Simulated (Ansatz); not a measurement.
MoSi2 (MoSi2 type, space group I4/mmm)

```
CELL_PARAMETERS angstrom
     -1.60850     1.60850     3.93661
      1.60850    -1.60850     3.93661
      1.60850     1.60850    -3.93661
ATOMIC_POSITIONS crystal
  Mo 0.00000 0.00000 0.00000
  Si 0.33511 0.33511 0.00000
  Si 0.66489 0.66489 0.00000
```

In each cell atom 2 (Si, nearest neighbour Si at 2.596 Å; its periodic images, 3.2 Å or more away, move with it) moves by s·(0.577, 0.577, 0.577) (along Cartesian [111]), the rest being held.

These are PBE (plane waves to 420 eV, PAW, scalar-relativistic; Ansatz, a quantum-chemistry and plane-wave program) values and carry that method's errors. k mesh 16×16×16 (Γ-centred), Fermi-Dirac smearing 0.05 eV. The energy includes the smearing's −TS. Left out: 1 of 11 points, with atoms too close for the PAW data. With partly filled bands, energies and forces of such displacements shift with the k mesh and the smearing. MoSi2 is run without spin polarisation. MoSi2 was relaxed with its symmetry unable to fall. The PAW data are Ansatz's earlier set. ΔE is measured from the undisplaced structure.

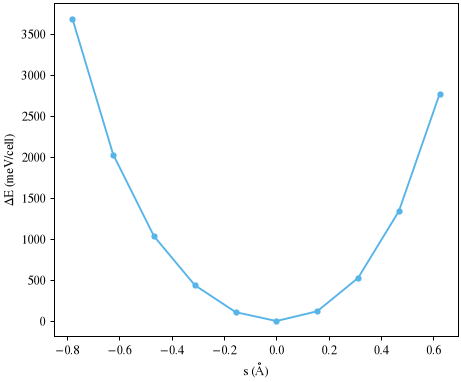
ΔE (meV/cell) against s (Å); markers are the computed points, lines only join them.

**Question.** Is the energy the same for displacements of ±0.624 Å, and if not, which side lies higher?

**Answer.** Not even: the positive side lies higher at ±0.624 Å.

**Question.** What is the energy change at s = 0.624 Å?

**Answer.** About 2800 meV/cell.

(For displaced atoms, the force is minus the slope of the energy, and its curvature is a force constant, which sets phonon frequencies.)
